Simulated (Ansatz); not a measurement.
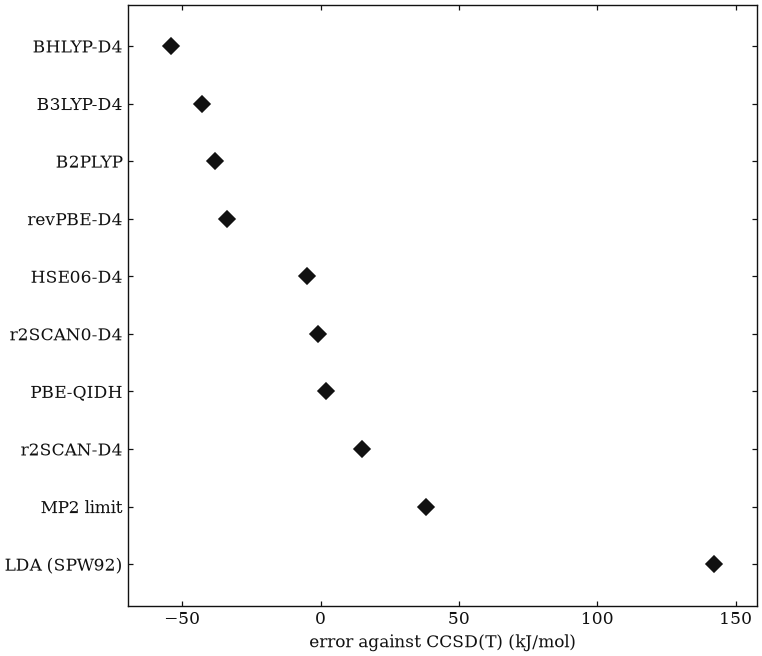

Error in the electronic atomisation energy (method less reference, so positive means overbinding) of ZnHSCl, SMILES [SH][Zn][Cl], singlet: functionals in def2-TZVPP against frozen-core CCSD(T) at the limit (MP2 extrapolated from triple and quadruple zeta, plus CCSD(T) less MP2 in a smaller set), which gives 942.4 kJ/mol, at a PBE0-D4/def2-TZVP geometry (a minimum by its frequencies), no zero-point or spin-orbit term, the Ansatz code. The reference leaves out core correlation, a term that grows with the number of heavy atoms. Choice of cores on heavy atoms: Zn/Cu 3s3p. B2PLYP and PBE-QIDH hold a correlation term that converges slowly with the basis, so part of the distance to the limit is basis error. No dispersion term is added to B2PLYP and PBE-QIDH. Limit means the basis limit.

What range do the values span?

Answer. From −53.9 kJ/mol (BHLYP-D4) to 142.2 kJ/mol (LDA (SPW92)).

Give the values.

Answer.
| level | kJ/mol |
| --- | --- |
| BHLYP-D4 | −53.9 |
| B3LYP-D4 | −43.0 |
| B2PLYP | −38.3 |
| revPBE-D4 | −33.7 |
| HSE06-D4 | −4.8 |
| r2SCAN0-D4 | −1.0 |
| PBE-QIDH | 2.1 |
| r2SCAN-D4 | 14.9 |
| MP2 limit | 38.0 |
| LDA (SPW92) | 142.2 |

Limits of at least one run: no scalar relativity up to krypton.
